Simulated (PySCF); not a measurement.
The calculation's input:

```
{"job": {"kind": "sp", "xc": "wB97X", "basis": "ma-def2-TZVP", "d3": "d3bj", "grid": 2}, "charge": 1, "multiplicity": 2}
C      1.920068    -0.303306     0.321637
C      0.623107    -0.094637     0.108602
C     -0.614149     0.104198    -0.093650
C     -1.911141     0.313097    -0.306137
H      2.291105    -0.577319     1.320118
H      2.649529    -0.206288    -0.495773
H     -2.251812     1.129885    -0.959178
H     -2.670999    -0.326324     0.166533
```

Run with:

```sh
OMP_NUM_THREADS=1 python redox_run.py task.json out
```

Geometry: PBE0-D3(BJ)/ma-def2-SVP.

Theory: DFT single point, gas phase, functional wB97X (PySCF 2.14.0, density-fitted response routines).

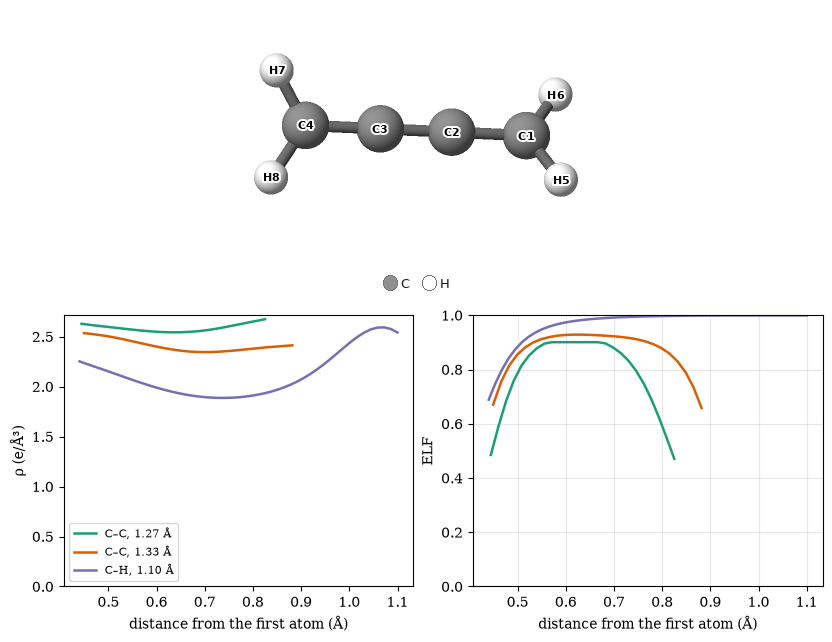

C4H4 (SMILES [CH2][C+]=C=C) (charge +1, doublet). Total electron density and electron localisation function along straight lines between neighbouring atoms. The curves leave out the atomic cores. The structure is drawn too.

**What kind of bonding do the profiles show?**

C–C (1.27 Å): ρ at the midpoint is about 2.5 e/Å³; the ELF peaks at about 0.90 between the atoms: a multiple bond.
C–C (1.33 Å): ρ at the midpoint is about 2.4 e/Å³; the ELF peaks at about 0.95 between the atoms: a multiple bond.
C–H (1.10 Å): ρ at the midpoint is about 2.1 e/Å³; the ELF climbs to about 1 towards the hydrogen, as it does in any bond to H: an ordinary covalent bond to hydrogen.
